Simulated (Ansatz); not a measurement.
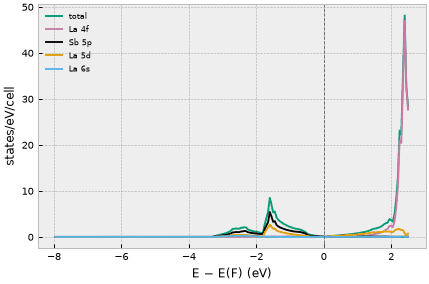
Figure. Total and projected density of states of LaSb (rock salt, Fm-3m), plane-wave PAW r²SCAN (Ansatz code)

Problem. Which orbitals carry the states next to the Fermi level?

Solution. Within 0.5 eV of the Fermi level: Sb 5p 46 %, La 5d 40 %, La 4f 11 %. Projections are on Löwdin-orthogonalised atomic valence shells; empty p or d shells of many metals are not among them.

Problem. Where is the tallest occupied peak in this window, and what makes it?

Solution. Near -1.6 eV, about 8.5 states/eV per cell; the largest projected share is Sb 5p.

The workflow started from an entry of the Crystallography Open Database (COD). Whether it is the stable phase at ambient conditions was not checked. Symmetry was held in the r²SCAN relaxation; whether a distortion lowers the energy is not shown. A small band overlap can be real or an error of a semilocal functional. Scalar-relativistic: spin–orbit coupling is off unless named, which matters more the heavier the elements.

Potentials: the later of the program's two PAW sets.
